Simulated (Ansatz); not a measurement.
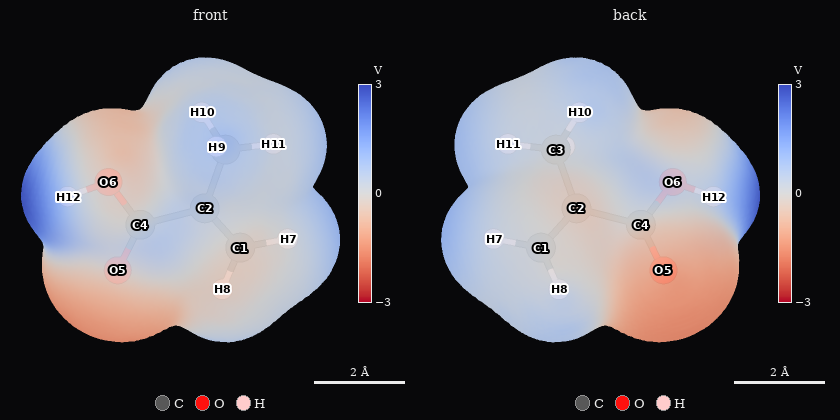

*C₄H₆O₂. The electrostatic potential painted on the density surface at 0.002 e/bohr³, seen from the front and from behind; red is negative and blue positive.*

Geometry: PBE0-D4/def2-TZVP.

These are results of RKS PBE0-D4/def2-TZVPP in Ansatz, not measurements.

```yaml
atoms:
  - { symbol: C, position_ang: [-0.5290, -1.4332, -0.6865] }
  - { symbol: C, position_ang: [-0.0469, -0.3337, -0.1149] }
  - { symbol: C, position_ang: [1.2315, -0.2792, 0.6558] }
  - { symbol: C, position_ang: [-0.8505, 0.9110, -0.2661] }
  - { symbol: O, position_ang: [-1.8928, 1.0100, -0.8583] }
  - { symbol: O, position_ang: [-0.2758, 1.9618, 0.3493] }
  - { symbol: H, position_ang: [-0.0020, -2.3779, -0.6208] }
  - { symbol: H, position_ang: [-1.4644, -1.4003, -1.2315] }
  - { symbol: H, position_ang: [1.0585, 0.0519, 1.6826] }
  - { symbol: H, position_ang: [1.9290, 0.4349, 0.2115] }
  - { symbol: H, position_ang: [1.7051, -1.2609, 0.6805] }
  - { symbol: H, position_ang: [-0.8627, 2.7155, 0.1984] }
```

> Which sites attract a positive test charge, and which a negative one?

A positive charge is drawn to the negative regions and a negative charge to the positive ones. The most negative region (about −1.6 V) lies over O5, the most positive (about +2.7 V) over H12. O5 is the likeliest acceptor of a hydrogen bond.
